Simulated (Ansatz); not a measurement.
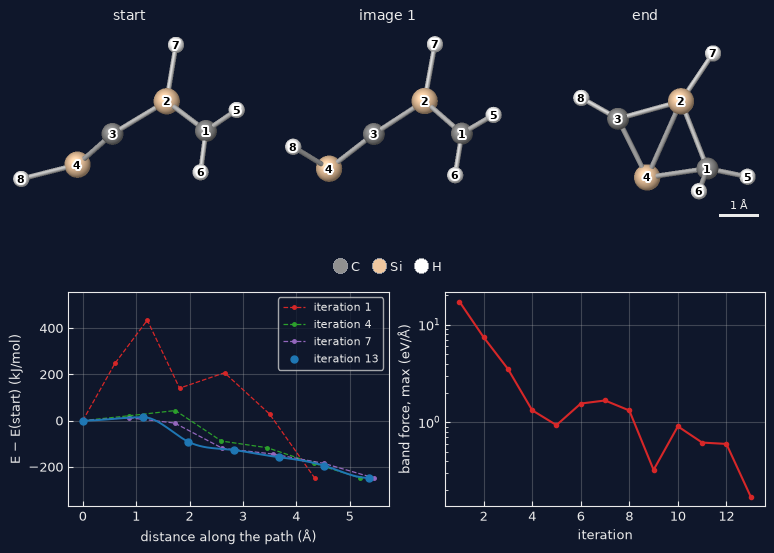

NEB run on C2H4Si2. Images are numbered from 0 (start) to 6 (end). The plot follows the band through its iterations. Style: ball-and-stick. Shown from a free direction.

These are results of UKS PBE-D4/def2-SVP (Ansatz), not measurements. Settings: 5 movable images; climbing image; force threshold 0.2 eV/Å; iteration limit 60; starting path through a guess of the saddle point.

Did the band converge, and can the barrier be trusted?

The run met only a loose threshold, so the barrier can't be trusted yet. The band converged in 13 iterations. The largest component of the band force went from 17 to 0.17 eV/Å. The climbing image converged on the top of the path. Its curvatures weren't checked. The force threshold is so loose that the height of the top is at best an upper bound. The first iteration put the highest image at 434.5 kJ/mol. The highest point, image 1, lies 14.8 kJ/mol above the start and 262.6 kJ/mol above the end; the end is at −247.8 kJ/mol relative to the start.

Cost: 100 s on 2 threads of Intel(R) Xeon(R) Platinum 8488C (Sapphire Rapids), with other jobs on the host, peak memory 0.21 GiB.
